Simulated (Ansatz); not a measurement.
## A hypothetical structure for YAl2Fe3

Starting from a made-up structure for YAl2Fe3, the aim is the relaxed cell, its shortest contacts and, where a second run follows, its electronic structure.

Method: DFT, PBEsol, plane-wave PAW, files of the set soft_1, scalar-relativistic, ferromagnetic start, cell and ions relaxed at zero pressure; PAW set soft_1, in the first sound run; inputs show where later runs differ, in Ansatz 0.2.0.

## Step 1: The starting structure

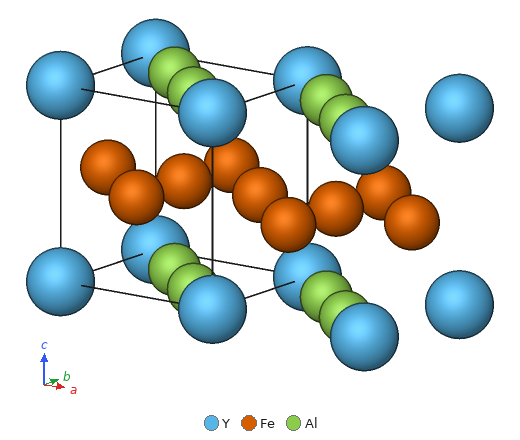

Start, viewed slightly off an axis; yttrium blue, iron orange, aluminium green. 2×1×1 cells are drawn. Some periodic images of atoms are drawn too.

## Step 2: Relaxing cell and atoms

The guessed cell has no reason to be at equilibrium. It is relaxed with the atoms, within the space group of the guess.

input.yaml

```yaml
crystal:
  lattice:
    - [5.174, 0.0, 0.0]
    - [-2.587, 4.480815439, 0.0]
    - [0.0, 0.0, 4.12]
  atoms:
    - { symbol: "Y", position: [0.0, 0.0, 0.0] }
    - { symbol: Fe, position: [0.0, 0.5, 0.5], spin: 3.0 }
    - { symbol: Fe, position: [0.5, 0.5, 0.5], spin: 3.0 }
    - { symbol: Fe, position: [0.5, 0.0, 0.5], spin: 3.0 }
    - { symbol: Al, position: [0.666666667, 0.333333333, 0.0] }
    - { symbol: Al, position: [0.333333333, 0.666666667, 0.0] }
magnetization:
  spin_polarized: true
kpoints:
  mp_grid: { grid: [6, 6, 7] }
scf:
  occupations: { method: fermi_dirac, width: 0.05 }
hamiltonian:
  xc: pbesol
  pseudopotentials: { kind: paw, azcp: { folder: soft_1 }, xc_functional: pbe }
relax:
  f_tol: 0.015
  max_steps: 70
  cell: {}
output:
  forces: true
  stress: true
```

Launch:

```console
$ ansatz run input.yaml --threads 4 --pin off --max-ram 10240MiB --backend cpu --events-out ev --progress --plain --runs-dir out
```

Numbers of over 12 decimals in the logs are rounded to 6 here.

What it wrote:

```text
Engine: ansatz 0.2.0, x86_64-unknown-linux-gnu
Pseudopotentials: kind: paw
Pseudopotential: Y, paw, valence charge 11, recommended cutoff 420 eV (normal), soft_1/Y.paw.azcp
Pseudopotential: Fe, paw, valence charge 16, recommended cutoff 420 eV (normal), soft_1/Fe.paw.azcp
Pseudopotential: Al, paw, valence charge 3, recommended cutoff 420 eV (normal), soft_1/Al.paw.azcp
Functional definition: PBEsol
  exchange = pbesol_x
  correlation = pbesol_c
Crystal: 6 atoms, lattice volume = 95.517 Å³
Basis set: ecut = 420 eV, 1867 PW (Γ), exchange–correlation on 72×72×60 points (8 copies of the dense FFT grid, shifted against one another)
Bands: 45, of which v1, the nominal top of the filled ones, is band 33 counted from 1 (32 counted from 0)
Symmetry: 24 space group operations
Space group: P6/mmm (ITA 191), of the structure as read, at distance tolerance 4.6e-5 Å
Magnetic group: BNS 191.233 (UNI 1463), of the structure as read, at distance tolerance 4.6e-5 Å
k-points: 28 of 252
Non-local potential: Y, projectors of the file, l = 0: 3, l = 1: 2, l = 2: 2, l = 3: 1
Non-local potential: Fe, projectors of the file, l = 0: 3, l = 1: 2, l = 2: 3, l = 3: 1
Non-local potential: Al, projectors of the file, l = 0: 2, l = 1: 2, l = 2: 1
PAW form: soft (Blöchl's): semilocal exchange-correlation on the pseudo side does not see the compensation charge
PAW frozen core: Y, regenerated for the run's functional, and the local potential with it (the file was generated under x = pbe(κ = 0.804, μ = 0.219515), c = pbe(β = 0.066725))
PAW frozen core: Fe, regenerated for the run's functional, and the local potential with it (the file was generated under x = pbe(κ = 0.804, μ = 0.219515), c = pbe(β = 0.066725))
PAW frozen core: Al, regenerated for the run's functional, and the local potential with it (the file was generated under x = pbe(κ = 0.804, μ = 0.219515), c = pbe(β = 0.066725))
PAW one-centre angular grid: Y, 590 points (default); XC on 64 Gauss nodes
PAW one-centre angular grid: Fe, 590 points (default); XC on 64 Gauss nodes
PAW one-centre angular grid: Al, 110 points (default); XC on 64 Gauss nodes
Initial density: superposition of atomic densities (chi_scale 0.1, normalization cell, long waves kept (reshape's long-wave potential 0.00 eV rms))
Starting moments: Σ|m| = 9 μB on 3 of 6 sites
Initial wavefunctions: pseudopotential atomic-orbital guess
Functional: x = pbesol(κ = 0.804, μ = 0.123457), c = pbesol(β = 0.046)
SCF iter   1: F=—  HF=-18193.585995 eV  |F-HF|=—  |Δ(HF+E_count)|=         —  Δρ=7.13e-2 (↑7.13e-2 ↓4.47e-2)  dr2=9.57e0  dr2_m=4.26e-1  M=6.830 μB ∫|m|=8.453 μB  β_m=0.30  ethr=3.10e-3  ⟨swp⟩=6.4  Hψ=9545  notcnv=0  defer=3
Mixer restart at iter 1: flushing history
preconditioner: auto → Kerker (q_TF=auto, 2.559 Å⁻¹)  [metal: Δε(μ)=0.037 eV  Ē_g=8.878 eV  σ=0.050 eV  W_gap=0.18  n_scr=26 (ndim 8)  ℏωp=23.7 eV  f_vac=0.000  D(μ)=4.39/eV (n_scr^D=44)]
spin=Collinear: Kerker preconditioning applied to the charge; magnetization (m = ρ↑ − ρ↓) channel mixes plain (no charge-response kernel on spin).
SCF iter   2: F=—  HF=-18190.284787 eV  |F-HF|=—  |Δ(HF+E_count)|=    3.30e0  Δρ=1.81e-2 (↑1.81e-2 ↓1.72e-2)  dr2=5.38e-1  dr2_m=1.46e-1  M=6.824 μB ∫|m|=8.383 μB  β_m=0.33  ethr=3.10e-3  ⟨swp⟩=2.6  Hψ=4987  notcnv=0  defer=214
SCF iter   3: F=—  HF=-18190.747981 eV  |F-HF|=—  |Δ(HF+E_count)|=   4.63e-1  Δρ=1.63e-2 (↑1.08e-2 ↓1.63e-2)  dr2=4.20e-1  dr2_m=1.09e-1  M=6.642 μB ∫|m|=8.182 μB  β_m=0.66  ethr=8.27e-4  ⟨swp⟩=2.0  Hψ=3196  notcnv=0  defer=220
SCF iter   4: F=—  HF=-18191.817652 eV  |F-HF|=—  |Δ(HF+E_count)|=    1.07e0  Δρ=1.94e-2 (↑5.86e-3 ↓1.94e-2)  dr2=7.91e-1  dr2_m=6.78e-2  M=6.156 μB ∫|m|=7.763 μB  β_m=0.22  ethr=6.46e-4  ⟨swp⟩=2.4  Hψ=3759  notcnv=0  defer=219
SCF iter   5: F=—  HF=-18192.063977 eV  |F-HF|=—  |Δ(HF+E_count)|=   2.46e-1  Δρ=1.15e-2 (↑1.15e-2 ↓6.67e-3)  dr2=1.20e-1  dr2_m=4.99e-2  M=5.926 μB ∫|m|=7.601 μB  β_m=0.63  ethr=6.46e-4  ⟨swp⟩=2.5  Hψ=3996  notcnv=0  defer=220
SCF iter   6: F=—  HF=-18192.202179 eV  |F-HF|=—  |Δ(HF+E_count)|=         —  Δρ=8.50e-3 (↑8.50e-3 ↓6.58e-3)  dr2=9.79e-3  dr2_m=4.81e-2  M=5.370 μB ∫|m|=7.034 μB  β_m=0.63  ethr=1.84e-4  ⟨swp⟩=2.6  Hψ=4235  notcnv=0  defer=190
Mixer restart at iter 6: flushing history
SCF iter   7: F=—  HF=-18192.203090 eV  |F-HF|=—  |Δ(HF+E_count)|=   9.11e-4  Δρ=4.68e-3 (↑2.58e-3 ↓4.68e-3)  dr2=1.24e-2  dr2_m=1.10e-2  M=5.343 μB ∫|m|=6.990 μB  β_m=0.82  ethr=1.51e-5  ⟨swp⟩=1.5  Hψ=3219  notcnv=0  defer=189
SCF iter   8: F=—  HF=-18192.211178 eV  |F-HF|=—  |Δ(HF+E_count)|=   8.09e-3  Δρ=4.80e-3 (↑4.80e-3 ↓1.18e-3)  dr2=1.89e-2  dr2_m=3.55e-3  M=5.303 μB ∫|m|=6.941 μB  β_m=0.69  ethr=1.51e-5  ⟨swp⟩=2.1  Hψ=4732  notcnv=0  defer=189
SCF iter   9: F=—  HF=-18192.204758 eV  |F-HF|=—  |Δ(HF+E_count)|=   6.42e-3  Δρ=4.60e-4 (↑3.01e-4 ↓4.60e-4)  dr2=1.26e-3  dr2_m=1.93e-5  M=5.305 μB ∫|m|=6.935 μB  β_m=0.72  ethr=1.51e-5  ⟨swp⟩=2.0  Hψ=4696  notcnv=0  defer=189
SCF iter  10: F=—  HF=-18192.204541 eV  |F-HF|=—  |Δ(HF+E_count)|=   2.17e-4  Δρ=3.74e-4 (↑2.48e-4 ↓3.74e-4)  dr2=2.69e-4  dr2_m=5.78e-6  M=5.305 μB ∫|m|=6.939 μB  β_m=0.86  ethr=1.94e-6  ⟨swp⟩=2.0  Hψ=3213  notcnv=0  defer=189
SCF iter  11: F=—  HF=-18192.204677 eV  |F-HF|=—  |Δ(HF+E_count)|=   1.36e-4  Δρ=1.07e-4 (↑8.03e-5 ↓1.07e-4)  dr2=2.29e-5  dr2_m=5.08e-7  M=5.308 μB ∫|m|=6.943 μB  β_m=0.92  ethr=4.13e-7  ⟨swp⟩=2.0  Hψ=3304  notcnv=0  defer=189
SCF iter  12: F=—  HF=-18192.204702 eV  |F-HF|=—  |Δ(HF+E_count)|=   2.50e-5  Δρ=3.46e-5 (↑2.09e-5 ↓3.46e-5)  dr2=2.42e-6  dr2_m=1.62e-7  M=5.309 μB ∫|m|=6.946 μB  β_m=0.96  ethr=3.52e-8  ⟨swp⟩=2.4  Hψ=3928  notcnv=0  defer=189
SCF iter  13: F=—  HF=-18192.204703 eV  |F-HF|=—  |Δ(HF+E_count)|=   1.12e-6  Δρ=5.05e-6 (↑5.05e-6 ↓4.66e-6)  dr2=1.62e-7  dr2_m=2.65e-9  M=5.309 μB ∫|m|=6.947 μB  β_m=0.98  ethr=3.72e-9  ⟨swp⟩=2.4  Hψ=3856  notcnv=0  defer=189
SCF iter  14: F=-18192.204703 eV  HF=-18192.204703 eV  |F-HF|=6.96e-8  |Δ(HF+E_count)|=   2.84e-8  Δρ=4.46e-6 (↑3.45e-6 ↓4.46e-6)  dr2=8.01e-8  dr2_m=5.46e-10  M=5.309 μB ∫|m|=6.947 μB  ethr=1.54e-10  ⟨swp⟩=2.4  Hψ=8018  notcnv=0
SCF 1 converged in 14 iterations: F = -18192.204703 eV  dr2 = 8.01e-8
  greatest PAW one-centre occupation: 1.001 electrons in one spin orbital (limit 2), on the Fe atom at site 3 (counted from 0), in its partial waves of l = 1
relax step   1: F+E_penalty+E_count = -18192.20470298 eV  Δ(F+E_penalty+E_count) = +0.000e0 eV  max|allowed force component| = 3.161e-17 eV/Å  Δτ_max = 0.0000 Å  P = -7.508 GPa  Ω = 95.517 Å³  (14 SCF iters, dr2 threshold 1.00e-7 eV, accepted)
[...]
SCF 3 converged in 9 iterations: F = -18192.378196 eV  dr2 = 1.12e-8
relax step   3: F+E_penalty+E_count = -18192.37819572 eV  Δ(F+E_penalty+E_count) = -1.480e-2 eV  max|allowed force component| = 4.626e-17 eV/Å  Δτ_max = 0.0000 Å  P = +0.196 GPa  Ω = 89.004 Å³  energy of the carried Pulay correction = +2.417e-3 eV  (9 SCF iters, dr2 threshold 6.00e-7 eV, accepted)
[...]
relax step   4: F+E_penalty+E_count = -18192.37856919 eV  Δ(F+E_penalty+E_count) = -3.735e-4 eV  max|allowed force component| = 1.850e-17 eV/Å  Δτ_max = 0.0000 Å  P = +0.005 GPa  Ω = 89.138 Å³  energy of the carried Pulay correction = +2.366e-3 eV  (8 SCF iters, dr2 threshold 3.52e-7 eV, accepted)
Basis set: ecut = 420 eV, 1783 PW (Γ), exchange–correlation on 72×72×54 points (8 copies of the dense FFT grid, shifted against one another)
Initial wavefunctions: pseudopotential atomic-orbital guess (no wavefunctions were taken with the density)
iter 1 solved again at ethr=7.93e-8 eV; its pass at ethr=3.10e-3 eV (dr2=5.16e-5 eV) is discarded
SCF iter   1: F=—  HF=-18192.376237 eV  |F-HF|=—  |Δ(HF+E_count)|=         —  Δρ=1.59e-4 (↑8.28e-5 ↓1.59e-4)  dr2=4.58e-5  dr2_m=1.47e-6  M=4.835 μB ∫|m|=6.277 μB  β_m=0.65  ethr=7.93e-8  ⟨swp⟩=3.1  Hψ=16107  notcnv=0
preconditioner: auto → none  [metal: Δε(μ)=0.014 eV  Ē_g=8.780 eV  σ=0.050 eV  W_gap=0.07  n_scr=8 (ndim 8)  ℏωp=24.6 eV  f_vac=0.000  D(μ)=5.15/eV (n_scr^D=46)]
SCF iter   2: F=—  HF=-18192.376218 eV  |F-HF|=—  |Δ(HF+E_count)|=   1.84e-5  Δρ=1.78e-4 (↑1.78e-4 ↓5.60e-5)  dr2=4.95e-5  dr2_m=3.85e-6  M=4.837 μB ∫|m|=6.278 μB  β_m=0.37  ethr=7.04e-8  ⟨swp⟩=2.0  Hψ=3471  notcnv=0
SCF iter   3: F=—  HF=-18192.376223 eV  |F-HF|=—  |Δ(HF+E_count)|=   4.77e-6  Δρ=4.48e-5 (↑2.62e-5 ↓4.48e-5)  dr2=2.11e-6  dr2_m=1.15e-7  M=4.835 μB ∫|m|=6.277 μB  β_m=0.42  ethr=7.04e-8  ⟨swp⟩=2.2  Hψ=3647  notcnv=0
SCF iter   4: F=—  HF=-18192.376225 eV  |F-HF|=—  |Δ(HF+E_count)|=   2.06e-6  Δρ=1.29e-5 (↑7.52e-6 ↓1.29e-5)  dr2=3.22e-7  dr2_m=2.54e-8  M=4.835 μB ∫|m|=6.276 μB  β_m=0.53  ethr=3.25e-9  ⟨swp⟩=1.0  Hψ=2524  notcnv=0
SCF iter   5: F=—  HF=-18192.376228 eV  |F-HF|=—  |Δ(HF+E_count)|=   3.00e-6  Δρ=1.83e-5 (↑9.68e-6 ↓1.83e-5)  dr2=3.00e-7  dr2_m=1.39e-7  M=4.834 μB ∫|m|=6.276 μB  β_m=0.77  ethr=4.95e-10  ⟨swp⟩=2.4  Hψ=4201  notcnv=0
SCF iter   6: F=—  HF=-18192.376231 eV  |F-HF|=—  |Δ(HF+E_count)|=   2.57e-6  Δρ=1.48e-5 (↑1.30e-5 ↓1.48e-5)  dr2=7.39e-8  dr2_m=1.51e-7  M=4.834 μB ∫|m|=6.275 μB  β_m=0.88  ethr=4.61e-10  ⟨swp⟩=2.2  Hψ=4269  notcnv=0
SCF iter   7: F=—  HF=-18192.376231 eV  |F-HF|=—  |Δ(HF+E_count)|=   3.67e-7  Δρ=1.37e-5 (↑1.30e-5 ↓1.37e-5)  dr2=7.90e-7  dr2_m=1.72e-9  M=4.832 μB ∫|m|=6.273 μB  β_m=0.73  ethr=1.14e-10  ⟨swp⟩=3.0  Hψ=5315  notcnv=0  recentre
SCF iter   8: F=—  HF=-18192.376232 eV  |F-HF|=—  |Δ(HF+E_count)|=   5.95e-7  Δρ=2.46e-6 (↑2.46e-6 ↓2.19e-6)  dr2=2.16e-8  dr2_m=1.31e-10  M=4.833 μB ∫|m|=6.274 μB  β_m=0.76  ethr=1.14e-10  ⟨swp⟩=3.0  Hψ=4973  notcnv=0
SCF iter   9: F=—  HF=-18192.376232 eV  |F-HF|=—  |Δ(HF+E_count)|=   3.57e-8  Δρ=5.41e-7 (↑5.41e-7 ↓4.46e-7)  dr2=8.74e-10  dr2_m=2.36e-11  M=4.833 μB ∫|m|=6.274 μB  β_m=0.88  ethr=3.32e-11  ⟨swp⟩=2.4  Hψ=4008  notcnv=0
SCF iter  10: F=—  HF=-18192.376232 eV  |F-HF|=—  |Δ(HF+E_count)|=   1.79e-9  Δρ=1.59e-7 (↑3.01e-8 ↓1.59e-7)  dr2=1.47e-11  dr2_m=6.20e-12  M=4.833 μB ∫|m|=6.274 μB  β_m=0.84  ethr=1.34e-12  ⟨swp⟩=2.1  Hψ=4319  notcnv=0
SCF iter  11: F=—  HF=-18192.376232 eV  |F-HF|=—  |Δ(HF+E_count)|=  7.28e-12  Δρ=1.02e-7 (↑1.02e-7 ↓6.85e-8)  dr2=2.06e-11  dr2_m=4.36e-13  M=4.833 μB ∫|m|=6.274 μB  β_m=0.72  ethr=1.00e-12  ⟨swp⟩=2.0  Hψ=3060  notcnv=0
SCF iter  12: F=—  HF=-18192.376232 eV  |F-HF|=—  |Δ(HF+E_count)|=  1.46e-11  Δρ=3.90e-8 (↑3.90e-8 ↓2.57e-8)  dr2=2.92e-12  dr2_m=9.45e-14  M=4.833 μB ∫|m|=6.274 μB  β_m=0.86  ethr=1.00e-12  ⟨swp⟩=1.0  Hψ=2520  notcnv=0
SCF iter  13: F=-18192.376232 eV  HF=-18192.376232 eV  |F-HF|=2.55e-11  |Δ(HF+E_count)|=  1.46e-11  Δρ=9.56e-8 (↑5.53e-8 ↓9.56e-8)  dr2=2.39e-11  dr2_m=4.53e-13  M=4.833 μB ∫|m|=6.274 μB  ethr=1.00e-12  ⟨swp⟩=2.0  Hψ=6433  notcnv=0
SCF 5 converged in 13 iterations: F = -18192.376232 eV  dr2 = 2.39e-11
relax step   5: F+E_penalty+E_count = -18192.37623173 eV  Δ(F+E_penalty+E_count) = +2.337e-3 eV  max|allowed force component| = 9.252e-18 eV/Å  Δτ_max = 0.0000 Å  P = +0.007 GPa  Ω = 89.138 Å³  stress off target by 1.88e-2 GPa  SCF on the basis re-selected at this cell (its energy is not comparable with the rows above)  (13 SCF iters)
basis re-selected at this cell: Δ(F+E_penalty+E_count) = +2.337e-3 eV, ΔP = +0.002 GPa vs the last step (what re-selecting the basis moved, of the pressure what is left beyond the Pulay correction that the steps carried, after the strain that the cell walked since its last selection, with what the two solves' SCF thresholds leave and, on support functions, any second-order correction that the steps lacked; it is no measure of the basis error at this ecutwfc). The dense FFT grid was sized anew with the basis: this SCF ran on 36×36×27 points, the steps before it on 36×36×30, so part of this shift can come from that change (see relax.cell in the input reference). [rest of the remark cut]
SCF converged after 13 iterations
Magnetization: 4.8328 μB (34.9164 up, 30.0836 down)
Absolute magnetization: 6.2741 μB (∫|ρ↑−ρ↓|, with the PAW one-centre terms)
Spin contamination: 0.3763 ħ² per cell (⟨S²⟩ above its minimum at these occupations)
Per-site moments (μB) at R_I (Å): [(-0.175004, 1.212883), (1.822835, 1.018673), (1.822835, 1.018673), (1.822835, 1.018673), (-0.059840, 1.018673), (-0.059840, 1.018673)]
Free energy (F): -18192.376232 eV
Harris-Foulkes:  -18192.376232 eV  (|F-HF|=2.55e-11)
Internal energy: -18192.334991 eV  (E = F + TS)
E sigma→0 (E₀):  -18192.355612 eV
Entropy (-TS):   -0.041240 eV (-6.873 meV/atom)
Fermi energy:    13.062848 eV
--- Per-component energies (eV) ---
  E_band       = -911.565321
  E_kinetic    = 1362.995786
  E_local      = -9501.119546  (includes V_loc(G=0)·N_el)
  E_nonlocal   = 920.508158
  E_hartree    = 4009.606340
  E_xc         = -585.812484
  E_vxc        = -694.039386  (∫ρ·V_xc dr)
  E_paw        = -7729.301785  (= ΣΔE_a)
  E_vpaw       = -1019.120581  (= ΣTr[D̂ρ^β])
  E_aug_tail   = -0.003013  (compensation charges beyond the density's cutoff)
  E_ewald      = -6669.933104
  E_core_change = 0.724657  (= ΣΔE_core)
  E_smearing   = -0.041240  (= −TS)
  E_closure    = -0.000000  (closes the sum)
  Σ components = -18192.376232   (vs F -18192.376232, Δ=0.00e0)
--- Forces (eV/Å), atoms counted from 1 ---
  atom   1  Y      0.00000000     0.00000000     0.00000000
  atom   2  Fe     0.00000000    -0.00000000     0.00000000
  atom   3  Fe     0.00000000     0.00000000     0.00000000
  atom   4  Fe     0.00000000     0.00000000     0.00000000
  atom   5  Al     0.00000000    -0.00000000     0.00000000
  atom   6  Al     0.00000000     0.00000000     0.00000000
  max |Σ_I F_I| component: 1.39e-17 eV/Å
--- Stress (GPa, compression-positive) ---
        0.018839       0.000000       0.000000
        0.000000       0.018839       0.000000
        0.000000       0.000000      -0.017124
  P = ⅓ Tr σ = 0.0069 GPa (0.069 kbar)
--- Relaxed structure (4 steps of the walk, 4 accepted, 1 SCFs on fresh bases) ---
  F+E_penalty+E_count = -18192.37623173 eV   max|allowed force component| = 9.252e-18 eV/Å   (the final SCF, on the basis selected at the relaxed cell)
  cell:  # Å, volume = 89.1375 Å³
    - [5.092788, 0.0, 0.0]
    - [-2.546394, 4.410484, 0.0]
    - [0.0, 0.0, 3.968430]
  atoms:
    - { symbol: Y, position: [0, 0, 0.0] }
    - { symbol: Fe, position: [0.0, 0.5, 0.5] }
    - { symbol: Fe, position: [0.5, 0.5, 0.5] }
    - { symbol: Fe, position: [0.5, 0, 0.5] }
    - { symbol: Al, position: [0.666667, 0.333333, 0.0] }
    - { symbol: Al, position: [0.333333, 0.666667, 0.0] }
```

Wall time 18 s (4 threads of AMD EPYC 7B13 (Zen 3), shared host); peak memory 0.62 GiB.

Step by step:

```
step  energy less that of the first step (eV)  largest force component (eV/Å)  pressure (GPa)  volume (Å³)
   1                                   0.0000                          0.0000           -7.51        95.52
   2                                  -0.1587                          0.0000           -1.10        89.97
   3                                  -0.1735                          0.0000            0.20        89.00
   4                                  -0.1739                          0.0000            0.00        89.14
  5*                                  -0.1715                          0.0000            0.01        89.14
```

Relaxation steps marked * repeat the geometry before them on a plane-wave basis chosen anew for their cell, so energy and pressure can jump there.

Forces are held to the 24 operations that the run works with; a distortion that breaks them can't arise in this run.

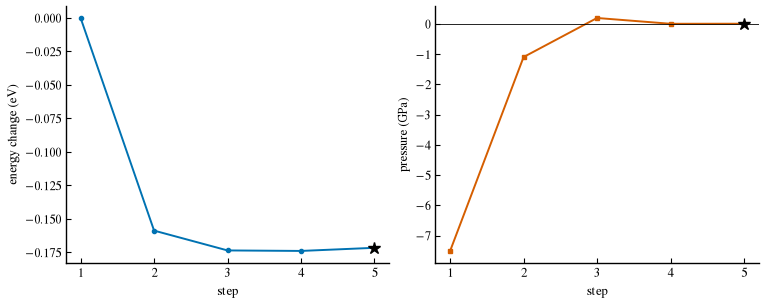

Energy and pressure along the relaxation. Stars mark steps on a basis chosen anew.

```
conventional cell, symmetrised  before  after  change
                         a (Å)   5.174  5.093  -1.6 %
                         b (Å)   5.174  5.093  -1.6 %
                         c (Å)   4.120  3.968  -3.7 %
              volume (Å³/atom)   15.92  14.86  -6.7 %
```

Final coordinates:

```xyz
6
Lattice="5.0928 0.0000 0.0000 -2.5464 4.4105 0.0000 0.0000 0.0000 3.9684" Properties=species:S:1:pos:R:3 pbc="T T T"
Y     0.0000    0.0000    0.0000
Fe   -1.2732    2.2052    1.9842
Fe    1.2732    2.2052    1.9842
Fe    2.5464    0.0000    1.9842
Al    2.5464    1.4702    0.0000
Al    0.0000    2.9403    0.0000
```

This step gave:

```yaml
free_energy: -18192.3762 eV
energy_at_zero_smearing: -18192.3556 eV
smearing_term_ts: 0.04124 eV
fermi_energy: 13.06 eV
magnetization: 4.833 μB
absolute_magnetization: 6.274 μB
site_moments: -0.1750, 1.823, 1.823, 1.823, -0.05984, -0.05984 μB
electrons: 65
symmetry_operations: 24
pressure: 0.006851 GPa
```

Site moment by atom:

```
atom  site moment (μB)
  Y1             -0.18
 Fe2              1.82
 Fe3              1.82
 Fe4              1.82
 Al5             -0.06
 Al6             -0.06
```

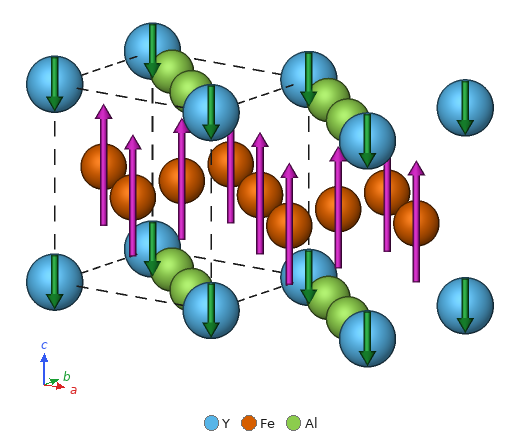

Site moment as arrows, the longest 1.82 μB. Up and down stand for the sign. Arrows give size and sign along the axis of quantisation, drawn up and down the page. Each arrow also spans its atom, so small moments look longer than they are. The two directions have two colours. 2×1×1 cells are drawn. Some periodic images of atoms are drawn too.

The shortest distance of each pair, which need not be the same contact before and after:

```
 pair  guess (Å)  relaxed (Å)
Al–Fe      2.544        2.470
Fe–Fe      2.587        2.546
 Al–Y      2.987        2.940
Al–Al      2.987        2.940
 Fe–Y      3.307        3.228
```

The relaxation ends with a pressure of 0.01 GPa.

(Part 1 of 2 ends here.)

[Logs are printed without paths, hosts, clocks, repeated set-up lines and the standing remarks that a program may print on its own settings, such as how far it seeks lower states.]

[Hosts, paths, dates, database ids (printed as entryN), source tags and the programs' standing remarks are cut or masked in the printed files.]
